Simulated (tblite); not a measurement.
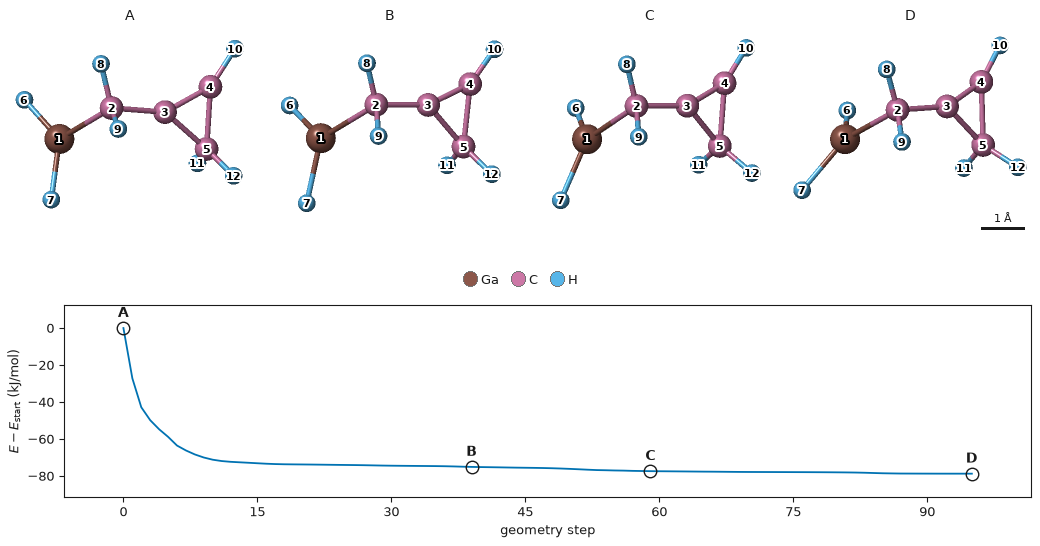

Frames of a relaxation of C4H7Ga, marked on the history of the run. A ball-and-stick model, seen from a free direction.

These are results of tblite 0.8.0, GFN2-xTB geometry optimisation, gas phase, not measurements. 

> What happens along the run?

After 95 geometry steps the energy has fallen by 78.7 kJ/mol. The atom that moves furthest after the best rigid fit is H6 (1.22 Å). By element the largest moves are H 1.22 Å, C 0.27 Å, Ga 0.20 Å. Among the contacts that change: Ga1–H6 1.409 → 1.576 Å, Ga1–H7 1.491 → 1.593 Å, C3–C4 1.357 → 1.306 Å, Ga1–C2 2.020 → 2.065 Å. Among the angles between lasting bonds that change: C2–Ga1–H7 106.2° → 125.6°, H6–Ga1–H7 131.6° → 115.3°, Ga1–C2–H9 123.2° → 109.8°. Groups turn about Ga1–C2 by about 50°. The run took 0.42 s on 1 thread of Arm Neoverse V1, on a shared host. From step 0 to 39: H6 moves most (0.40 Å), energy −75.1 kJ/mol. From step 39 to 59: H6 moves most (0.65 Å), energy −2.30 kJ/mol. From step 59 to 95: H7 moves most (0.50 Å), energy −1.36 kJ/mol.
